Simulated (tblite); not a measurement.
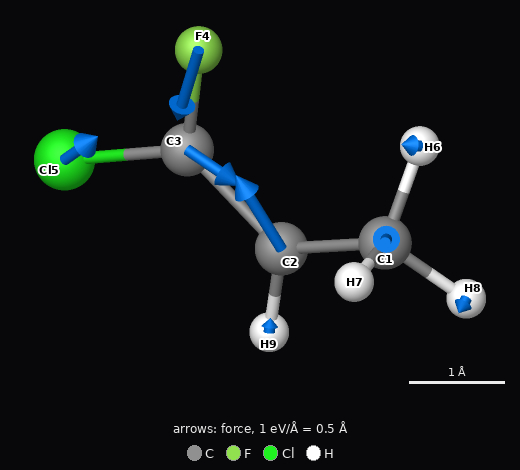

Starting geometry of C3H4ClF (charge +1, multiplicity 2) with the computed forces as blue arrows. Style: ball-and-stick. Shown at a tilt.

These are results of tblite, GFN2-xTB geometry optimisation, gas phase, not measurements. 

Question: Is this structure relaxed? If not, where do the atoms go?

Answer: It isn't relaxed: the largest force vector, on F4, is 2.17 eV/Å. The final displacements have little in common with the starting forces (cosine between the two patterns 0.17). H7 moves most after the best rigid fit: 0.47 Å. Largest moves by element: H 0.47 Å, F 0.37 Å, C 0.14 Å, Cl 0.06 Å. Near-neighbour distances that change, for instance: C2–C3 1.441 → 1.383 Å, C3–F4 1.357 → 1.311 Å, C3–Cl5 1.703 → 1.672 Å, C1–C2 1.470 → 1.445 Å. Bond angles that change, for instance: H7–C1–H8 108.0° → 100.6°, F4–C3–Cl5 121.5° → 115.2°, C2–C3–Cl5 120.6° → 125.3°. Groups turn about C1–C2 by about 35°. Over 54 geometry steps the energy falls by 6.10 kcal/mol.
